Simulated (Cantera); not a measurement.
A closed system holds: 1 mol Si, 0.83 mol SF₆, 28 mol N₂, equilibrated at 1450 K.

Method: chemical equilibrium by Gibbs-energy minimisation in Cantera with the NASA 1993 tables (ideal gas, pure condensed phases). Candidate condensed phases: S, Si, Si₃N₄; 29 gas species. The tables' values for S₂F₂ (SSF₂), SF₃, FS₂F (FSSF) are old estimates; treat these amounts as uncertain. Equilibrium is a limit: real reactors are often held back by kinetics, nucleation or transport.

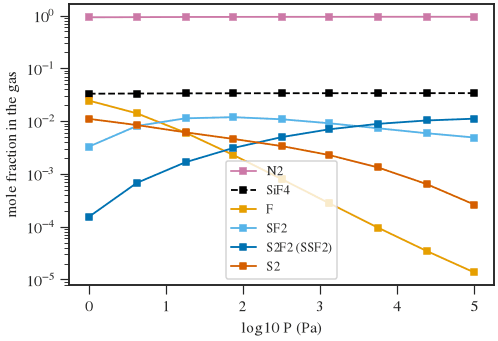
Equilibrium gas composition (values under 1e-9 drawn at 1e-9)

Q: Read off the mole fractions at 0.135 Torr.

A: N₂ about 0.94, SiF₄ about 0.034, SF₂ about 0.011, S₂ about 0.0061, F about 0.0060, S₂F₂ (SSF₂) about 0.0017.
